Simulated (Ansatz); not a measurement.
BNH₃Cl₂F: several calculations on one system

## 1. Relaxation

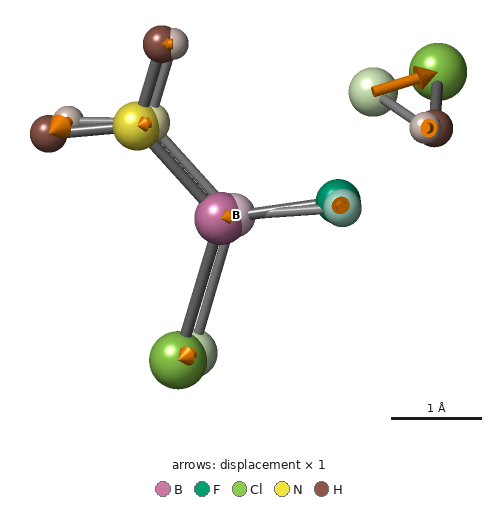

A relaxation of BNH₃Cl₂F. The starting structure is drawn faded, the final one solid; orange arrows show the displacements, at their true length. The two geometries are superimposed by the best rigid fit.

A ball-and-stick model, seen at a tilt.

The run prepares an end point of a later path (reaction) calculation, from a guessed geometry.

Theory: RKS revPBE/def2-SVP (Ansatz 0.2.0).

Input
```yaml
crystal:
  periodic: [false, false, false]
  atoms:
    - { symbol: B, position_ang: [-0.005997, -0.213208, -0.130517] }
    - { symbol: F, position_ang: [0.057346, -0.534635, 1.173038] }
    - { symbol: Cl, position_ang: [1.527866, -0.096924, -1.043634] }
    - { symbol: "N", position_ang: [-1.24897, -0.122071, -0.775782] }
    - { symbol: H, position_ang: [-2.122198, -0.179027, -0.249226] }
    - { symbol: H, position_ang: [-1.340792, 0.196651, -1.737166] }
    - { symbol: Cl, position_ang: [-0.099423, 2.587693, 1.126261] }
    - { symbol: H, position_ang: [0.04527, 1.475821, 1.853625] }
basis:
  gaussian: { orbitals: def2-SVP }
hamiltonian:
  xc: revpbe
relax:
  f_tol: 0.03
  max_steps: 50
output:
  orbitals: {}
```

Command:
```bash
ansatz run input.yaml --threads 2 --pin off --max-ram 3072MiB --backend cpu --events-out ev --progress --plain --runs-dir out
```

Question: Describe the change and its energy.

Answer: Over 10 geometry steps the energy falls by 0.147 eV. Largest force component: 0.87 eV/Å at the start, 0.0083 eV/Å at the end. Cl7 moves most after the best rigid fit: 0.78 Å. By element the largest moves are Cl 0.78 Å, H 0.40 Å, F 0.21 Å, N 0.16 Å, B 0.15 Å. Among the contacts that change: Cl7–H8 1.337 → 1.299 Å, B1–F2 1.344 → 1.359 Å, B1–Cl3 1.789 → 1.781 Å.

## 2. Relaxation

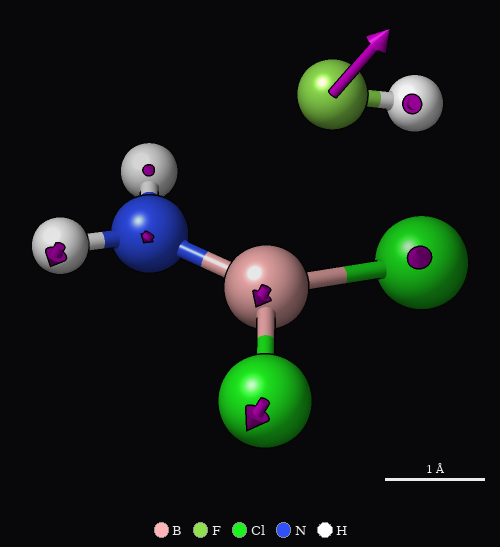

A relaxation of BNH₃Cl₂F. The starting structure is drawn; purple arrows show the displacements, magnified 2 times. The two geometries are superimposed by the best rigid fit.

The picture is a ball-and-stick view, seen at a tilt.

The run prepares an end point of a later path (reaction) calculation, from a guessed geometry.

All numbers below come from Ansatz 0.2.0, RKS revPBE/def2-SVP. (no spin polarisation; force threshold 0.03 eV/Å; at most 50 steps)

What did the optimiser do to the structure, and how much energy did it gain?

Answer. The atom that moves furthest after the best rigid fit is the F atom (0.47 Å). Largest moves by element: F 0.47 Å, Cl 0.20 Å, H 0.15 Å, B 0.12 Å, N 0.06 Å. Some distances before and after: B–Cl 1.843 → 1.808 Å, F–H 0.931 → 0.940 Å. After 9 geometry steps the energy has fallen by 0.129 eV. Largest force component: 0.57 eV/Å at the start, 0.018 eV/Å at the end. Cost: 6.4 s on 2 threads of AMD EPYC 9R45 96-Core Processor (Zen 5), on a shared host, peak memory 0.16 GiB.

Limits of the set-up: the start holds two separate molecules, 2.5 Å apart at their closest, whose relative position is a soft coordinate and is computed without a dispersion correction.

## 3. Path

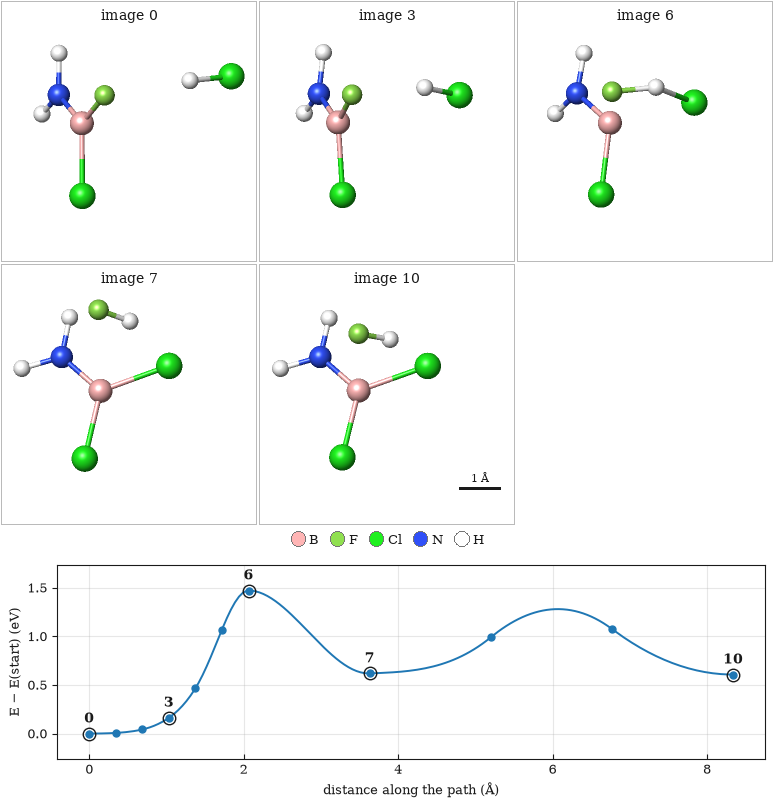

A nudged-elastic-band calculation for BNH3Cl2F. Images are numbered from 0 (start) to 10 (end). The picture is a ball-and-stick view, seen at a tilt.

These are results of RKS revPBE/def2-SVP in Ansatz, not measurements. Run with 9 movable images; climbing image; force threshold 0.05 eV/Å; iteration limit 60; starting path through a guess of the saddle point.

**What happens along the path, and what is the barrier?**

The path has more than one stage, and so few images may leave a stage unresolved. Breaking: B–F (1.36 → 3.08 Å), Cl–H (1.30 → 2.32 Å). Forming: B–Cl (3.84 → 1.81 Å), F–H (2.16 → 0.94 Å). Forward barrier 1.47 eV, backward barrier 0.86 eV, with image 6 at the top; the reaction energy is +0.61 eV. The profile has 2 maxima (images 6, 9) with a dip at image 7 (+0.62 eV), so the process runs in steps. The band converged in 48 iterations. The largest component of the band force went from 9.6 to 0.038 eV/Å. The climbing image converged on the top of the path. Its vibrational analysis gives one imaginary mode (569i cm⁻¹), as a transition state must have.
